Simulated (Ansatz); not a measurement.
**CH8SSn: nudged elastic band (part 2 of 2)**

CH8SSn; RKS BHLYP-D4/def2-SVP (Ansatz 0.2.0). The run did not end well. It belongs to a series of runs on one base structure; here: band between the two ends.

Geometry of the input (Å):
```
Sn -0.1243  -0.2781  0.1563
C  -0.3710  -0.3367  2.2912
H  -1.4271  -0.4490  2.5434
H  0.1829  -1.1783  2.7115
H  0.0027  0.5930  2.7210
H  1.5359  -0.2164  -0.2533
H  -0.9208  1.0699  -0.5214
H  -0.7814  -1.7020  -0.5337
S  1.7786  2.9340  1.4925
H  2.6207  2.1801  0.7725
H  2.2270  2.4450  2.6572
```

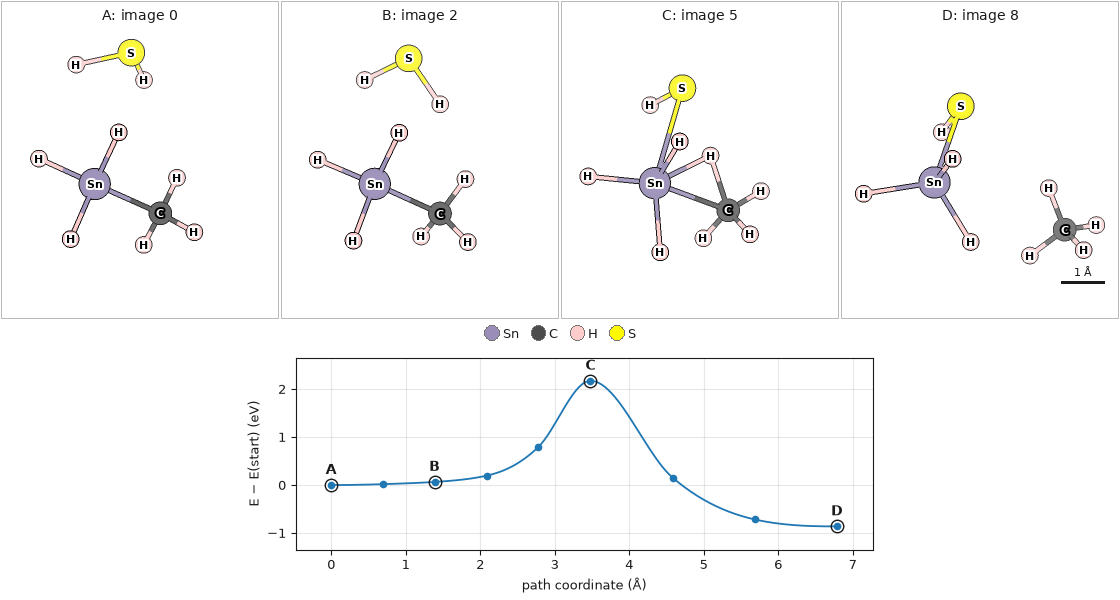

*Images of the last band (counted from 0; ball-and-stick, seen at a tilt) above the energy along the path; the line is a cubic interpolation that uses the forces.*

The highest image is number 5, 2.172 eV above the start and 3.033 eV above the end (the climbing image); the end lies 0.861 eV below the start. The path is 6.79 Å long. The band had not converged after 60 iterations.

```
Unfinished report: {"positions_ang":[[0.16523153708715044,0.14606083071601558,0.021366037339135932],[0.008198026608018256,0.08097257282018686,2.4545402288556692],[-1.0251585921293476,-0.26487854043741016,2.3970156733014],[0.6816454199457066,-0.757438704026501,2.6454014733083198],[0.06412568036592313,0.7518777220403515,3.3192671710716937],[1.6647192075619954,-0.24709925181745673,-0.6700000498756609],[-0.8654278307370459,1.3044010706183014,-0.6618124314428749],[-0.7120700984357364,-1.3429870471219303,0.10289227718224789],[1.5083886781121703,2.442640377259208,1.138011418931738],[2.6433549435814077,1.7844104821186313,1.4245373938481352],[0.5902900380397579,1.1634414778306046,1.8660808174801962]],"unchecked":["starts","cluster_reference","orbital_swaps","neighbouring_geometries","increment"],"mean_field":{"relativity":"none","state":{"energy":{"ev":-17824.0806239445,"hartree":-655.0228813341861},"converged":true,"gradient_ev":0.00008918115382576313,"stability":{"kind":"minimum","curvature_ev":18.670967863249437},"curvature_floor_ev":0.00030000000000000003,"spin_squared":1.4210854715202004e-14},"others":[],"fillings":{"estimated":0,"unestimated":0,"tried":0,"untried":0,"excluded_magnetic_sites":0},"n_dropped_functions":0,"n_trapped_functions":0,"passes":{"evaluations":2,"products":19},"factors":{"origin":"Cholesky decomposition","count":1147,"bound_ev":0.0008281015798541235},"gradient_stop_ev":0.00009,"reference_kind":"stationary","functional":{"name":"BHLYP","citations":["Becke, J. Chem. Phys. 98, 1372 (1993) doi:10.1063/1.464304","Becke, Phys. Rev. A 38, 3098 (1988) doi:10.1103/PhysRevA.38.3098","Lee, Yang & Parr, Phys. Rev. B 37, 785 (1988) doi:10.1103/PhysRevB.37.785"],"text":"name \"BHLYP\"\ncite \"Becke, J. Chem. Phys. 98, 1372 (1993) doi:10.1063/1.464304\"\ncite \"Becke, Phys. Rev. A 38, 3098 (1988) doi:10.1103/PhysRevA.38.3098\"\ncite \"Lee, Yang & Parr, Phys. Rev. B 37, 785 (1988) doi:10.1103/PhysRevB.37.785\"\nparameter a = 0.5\nexchange = (1 - a)*b88_x + a*exact_x\ncorrelation = lyp_c\n","parameters":{"a":{"value":0.5,"default":0.5}},"final_grid":{"core_spheres":13.0,"valence_spheres":11.0,"degree":36.0},"final_grid_parameter_source":"default","radial_points_factor":1.0,"radial_grid_error_ev":4.671919181681796e-7,"grid_sensitivity":"normal","grid_sensitivity_ratio":0.0009331686670994504},"unsmoothed_excess_ev":-0.00018390117799149715,"symmetry":{"irreps":["A"],"axes":[[0.9999966346095749,0.0024623121503453,-0.0008171832097172636],[-0.002474295224484737,0.9998844022018701,-0.015002003084607887],[0.000780149130662804,0.015003974549523683,0.9998871296876718]],"occupied":[{"A":26},{"A":26}]},"held":{"pivots":1146,"left_out":0,"joined":1},"density_repulsion":{"missed_ev":0.000012487343161829498,"excess_ev":0.0,"most_excess_ev":0.0001404,"are_drawn_again":false,"n_first_factors":1147,"energy_change_ev":0.0,"n_dropped_ends":0}},"factors":{"origin":"Cholesky decomposition","count":1147,"bound_ev":0.0008281015798541235},"n_frozen":0,"n_occupied":[26,26],"n_virtual":[72,72],"reference":{"ev":-17824.0806239445,"hartree":-655.0228813341861},"dispersion":{"energy":{"ev":-0.3106141984476184,"hartree":-0.011414861251084363},"switches_in_reach":[]},"total":{"ev":-17824.391238142947,"hartree":-655.0342961954372},"forces_ev_per_angstrom":[[0.00025811196465213605,0.00043329516391081395,0.011334361623025022],[-0.0012950655761493337,0.0042726264587380465,-0.018477934036199562],[-0.023790867757584905,0.017961678681380624,-0.012007527319665697],[-0.022279140379392638,-0.033897862173695545,-0.015037496725198897],[0.008698367194280804,-0.015297594861605488,0.01845725554149328],[0.004305523016761566,0.007565615317841201,0.011736021508070153],[0.0002944010600575619,-0.010952241519568879,-0.010318499031388961],[0.009908260597898642,-0.003384805457270588,0.0244820438139718],[-0.004913929203622026,0.009226309631506967,0.013370057569491322],[0.013304992954742478,0.017160196268876136,-0.03521189911420442],[0.015509346129797149,0.006912782488067091,0.011673616166545865]],"charge_distribution":{"dipole_moment_e_ang":[-0.19989764213600392,-0.5806980155029752,0.046092421846970405],"mulliken_charges_e":[0.5961215507610476,-0.36081876921046696,0.08225179525879922,0.07535162917023863,0.08410973021275436,-0.08197088329701763,-0.07393020785587012,-0.13935501557043128,-0.36394375910288446,0.03891432766342784,0.14326960197038363],"lowdin_charges_e":[0.36268412680954754,-0.09983926328055759,0.020987652854062677,0.02067248697927815,0.025674702648556202,-0.08376491609114489,-0.07715340879737087,-0.09974627133099556,-0.06682384798792995,-0.05452218990435109,0.051830928100883744]},"n_threads":2,"memory_gib":2.556818182580173,"seconds":{"hamiltonian":2.227799206,"orbitals":0.0,"second_order":0.0,"solver_start":0.0,"cycles":0.0,"cycle":0.0,"perturbative":0.0,"full_ci_increment":0.0,"forces":0.0}}
this run last wrote the band of iteration 60 to [file]
Error: NEB band did not converge after 60 iterations: max|band force component| = 5.74e-2 eV/Å (threshold 5.0e-2); raise `neb.max_iterations` in a new run, which can start from the last band evaluated (`neb.initial_path`, with `crystal.atoms` and `neb.final_atoms` set to its first and last images), add images, or start from endpoints closer to local minima. Where this run's directory can be resumed (`checkpoint.write`), a resume goes on for up to `neb.max_iterations` more; to start a new run from the last band, take its images' positions from the `neb_iteration` event of iteration 60 (`data.images[].positions_ang`), in the event stream of the run that computed that iteration (not this run's, if it was resumed behind it). With `checkpoint.write`, `steps/00-neb/state/checkpoint.json` in the run directory holds the last saved band, under `neb.evaluated.images[].positions_ang` (a band under a hybrid functional on support functions is neither saved nor resumed: `neb.initial_path` says where its path is): check the last entry of `neb.iterations` there, which is earlier than 60 if that iteration was not saved or its write failed. If the band's step has no `state` directory and holds `state.next`, a write was cut short, and the file is under `state.next` instead (behind a loss of power it can be under `state.prev`)
this run wrote the band of iteration 60 to [file] as well, whether or not its events were kept: a new run's `neb.initial_path` can list its `images[].positions_ang`
a run's events are kept only if it was started with --events-out <file>, and are in that file
```

The last band as extended XYZ (Å, eV, eV/Å):
```
11
Properties=species:S:1:pos:R:3:forces:R:3 image=0 energy=-17826.56309
Sn   -0.1243   -0.2781    0.1563    0.0010  -0.0004   0.0005
C    -0.3710   -0.3367    2.2912   -0.0002   0.0015   0.0002
H    -1.4271   -0.4490    2.5434   -0.0012   0.0009  -0.0005
H     0.1829   -1.1783    2.7115   -0.0005  -0.0009   0.0000
H     0.0027    0.5930    2.7210   -0.0010  -0.0022   0.0002
H     1.5359   -0.2164   -0.2533   -0.0004  -0.0003   0.0014
H    -0.9208    1.0699   -0.5214    0.0015   0.0007   0.0004
H    -0.7814   -1.7020   -0.5337    0.0012  -0.0001   0.0002
S     1.7786    2.9340    1.4925    0.0001  -0.0006   0.0026
H     2.6207    2.1801    0.7725   -0.0025   0.0022  -0.0019
H     2.2270    2.4450    2.6572    0.0020  -0.0008  -0.0032
11
Properties=species:S:1:pos:R:3:forces:R:3 image=1 energy=-17826.54401
Sn   -0.1075   -0.2183    0.1520   -0.0070  -0.0089  -0.0015
C    -0.2877   -0.2700    2.2976   -0.0089  -0.0083  -0.0037
H    -1.3196   -0.4862    2.5794   -0.0096  -0.0126  -0.0026
H     0.3590   -1.0470    2.7100   -0.0055  -0.0064  -0.0013
H    -0.0035    0.6933    2.7204   -0.0117  -0.0048  -0.0054
H     1.5382   -0.1972   -0.3119   -0.0054  -0.0047   0.0026
H    -0.9119    1.1310   -0.5089   -0.0078  -0.0092  -0.0017
H    -0.8110   -1.6440   -0.4868   -0.0037  -0.0093  -0.0055
S     1.8047    2.8648    1.4034    0.0166   0.0229   0.0051
H     2.7299    2.0283    0.9144    0.0068   0.0066  -0.0110
H     1.7328    2.2067    2.5677    0.0362   0.0347   0.0250
11
Properties=species:S:1:pos:R:3:forces:R:3 image=2 energy=-17826.49776
Sn   -0.0928   -0.1746    0.1548   -0.0163  -0.0214  -0.0011
C    -0.2257   -0.2393    2.3092   -0.0179  -0.0221  -0.0060
H    -1.2202   -0.5842    2.5967   -0.0134  -0.0332   0.0030
H     0.5145   -0.9361    2.7079   -0.0073  -0.0094   0.0006
H    -0.0647    0.7399    2.7609   -0.0272  -0.0108  -0.0218
H     1.5341   -0.2058   -0.3625   -0.0104  -0.0116   0.0140
H    -0.8866    1.1933   -0.4790   -0.0132  -0.0157   0.0071
H    -0.8617   -1.5864   -0.4345   -0.0114  -0.0164  -0.0249
S     1.8777    2.8209    1.3168    0.0407   0.0385  -0.0015
H     2.8608    1.9212    1.1809    0.0246   0.0130  -0.0193
H     1.2879    2.1124    2.2863    0.0518   0.0891   0.0500
11
Properties=species:S:1:pos:R:3:forces:R:3 image=3 energy=-17826.36763
Sn   -0.0361   -0.1126    0.1622   -0.0602  -0.0795   0.0202
C    -0.1388   -0.1718    2.3307   -0.0402  -0.0735  -0.0202
H    -1.1295   -0.5560    2.5763   -0.0268  -0.0855   0.0565
H     0.6099   -0.8769    2.6978   -0.0182  -0.0408   0.0136
H    -0.0121    0.7659    2.8753   -0.0234  -0.0059  -0.1203
H     1.5576   -0.2175   -0.4415   -0.0345  -0.0101   0.0755
H    -0.8263    1.2438   -0.5042   -0.0117  -0.0365   0.0496
H    -0.8707   -1.5339   -0.2858   -0.0490  -0.0639  -0.1121
S     1.8238    2.7385    1.2852    0.1270   0.1251   0.0140
H     2.8049    1.8410    1.4474    0.0626   0.0346  -0.0152
H     0.9406    1.9409    1.8939    0.0745   0.2360   0.0383
11
Properties=species:S:1:pos:R:3:forces:R:3 image=4 energy=-17825.76671
Sn    0.0696    0.0080    0.1336   -0.2428  -0.3166   0.2693
C    -0.0631   -0.0466    2.3656   -0.1453  -0.2912  -0.2017
H    -1.0839   -0.4028    2.4758   -0.1317  -0.2957   0.2004
H     0.6373   -0.8265    2.6700   -0.0996  -0.1852   0.0415
H     0.0518    0.7718    3.0909    0.0251   0.0348  -0.5017
H     1.6177   -0.2162   -0.5711   -0.1440   0.0737   0.2098
H    -0.8138    1.2680   -0.6126    0.0763  -0.0987   0.1245
H    -0.7789   -1.4568   -0.0389   -0.1664  -0.2689  -0.2705
S     1.5923    2.5566    1.2507    0.1863   0.2732   0.2428
H     2.6852    1.8093    1.4531    0.1088   0.0748  -0.0237
H     0.8091    1.5966    1.8202    0.5331   0.9996  -0.0907
11
Properties=species:S:1:pos:R:3:forces:R:3 image=5 energy=-17824.39105
Sn    0.1652    0.1461    0.0214    0.0003   0.0004   0.0113
C     0.0082    0.0810    2.4545   -0.0013   0.0043  -0.0185
H    -1.0252   -0.2649    2.3970   -0.0238   0.0180  -0.0120
H     0.6816   -0.7574    2.6454   -0.0223  -0.0339  -0.0150
H     0.0641    0.7519    3.3193    0.0087  -0.0153   0.0185
H     1.6647   -0.2471   -0.6700    0.0043   0.0076   0.0117
H    -0.8654    1.3044   -0.6618    0.0003  -0.0110  -0.0103
H    -0.7121   -1.3430    0.1029    0.0099  -0.0034   0.0245
S     1.5084    2.4426    1.1380   -0.0049   0.0092   0.0134
H     2.6434    1.7844    1.4245    0.0133   0.0172  -0.0352
H     0.5903    1.1634    1.8661    0.0155   0.0069   0.0117
11
Properties=species:S:1:pos:R:3:forces:R:3 image=6 energy=-17826.40650
Sn    0.3369    0.3616   -0.2594    0.2475   0.2804  -0.3550
C    -0.0011    0.1135    2.7704   -0.0386   0.0349   0.3914
H    -1.0064   -0.2287    2.5269   -0.0038   0.0632   0.1093
H     0.6918   -0.7309    2.7580   -0.0319   0.0152   0.1110
H     0.0199    0.6246    3.7254   -0.1041  -0.2191   0.5355
H     1.6698   -0.2902   -1.0664    0.0475  -0.0428  -0.4777
H    -0.8718    1.3207   -0.9581    0.0215   0.0066  -0.4021
H    -0.5152   -1.0384    0.3017    0.2962   0.3933   0.2565
S     1.5018    2.3357    0.7967   -0.0173  -0.1229  -0.4083
H     2.5522    1.7024    1.3481   -0.1028  -0.0796  -0.0891
H     0.3454    0.8911    2.0938   -0.3143  -0.3291   0.3285
11
Properties=species:S:1:pos:R:3:forces:R:3 image=7 energy=-17827.27927
Sn    0.4167    0.4650   -0.5768    0.0363   0.0361  -0.0943
C    -0.0291    0.0846    3.0704   -0.0216  -0.0131   0.0902
H    -1.0387   -0.2557    2.8363   -0.0170  -0.0132   0.0679
H     0.6627   -0.7574    2.9979   -0.0151  -0.0048   0.0473
H     0.0023    0.5087    4.0733   -0.0349  -0.0808   0.1230
H     1.6301   -0.2550   -1.5243   -0.0184  -0.0017  -0.1473
H    -0.7835    1.3096   -1.4310    0.0267  -0.0233  -0.1508
H    -0.3251   -0.7523    0.3584    0.0938   0.1155   0.0661
S     1.4874    2.2951    0.6314    0.0104   0.0014  -0.0685
H     2.4348    1.5599    1.2343   -0.0245  -0.0297  -0.0458
H     0.2657    0.8589    2.3675   -0.0358   0.0134   0.1121
11
Properties=species:S:1:pos:R:3:forces:R:3 image=8 energy=-17827.42422
Sn    0.4758    0.5222   -0.8886    0.0129  -0.0052   0.0060
C    -0.0768    0.0563    3.4057   -0.0008   0.0082   0.0033
H    -1.0938   -0.2154    3.1169    0.0043   0.0030   0.0022
H     0.5890   -0.7876    3.2137    0.0009   0.0020   0.0001
H    -0.0545    0.3003    4.4695   -0.0011  -0.0034  -0.0092
H     1.6678   -0.2020   -1.8686   -0.0090  -0.0006  -0.0071
H    -0.7105    1.3028   -1.8237    0.0041  -0.0002  -0.0009
H    -0.2135   -0.6311    0.1576   -0.0038  -0.0014  -0.0008
S     1.4995    2.2996    0.4158    0.0004   0.0037   0.0059
H     2.3918    1.4961    1.0149   -0.0045   0.0032  -0.0033
H     0.2484    0.9203    2.8240   -0.0035  -0.0094   0.0038
```

What the run reported:

- outcome: not converged
- barrier, forward (band not converged): 2.172 eV
- barrier, backward: 3.033 eV
- hardware: 2 threads of Arm Neoverse V2, 24 GiB of memory available, shared host
- wall time: 16 min (CPU time 31 min)
- peak memory: 0.22 GiB

The run did not converge: “NEB band did not converge after 60 iterations: max|band force component| = 5.74e-2 eV/Å (threshold 5.0e-2); raise `neb.max_iterations` in a new run, which can start from the last band evaluated (`neb.initial_path`, with `crystal.atoms` and `neb.final_atoms` set to its first and last images), add images, or start from endpoints closer to local minima …” Its last values are not results.
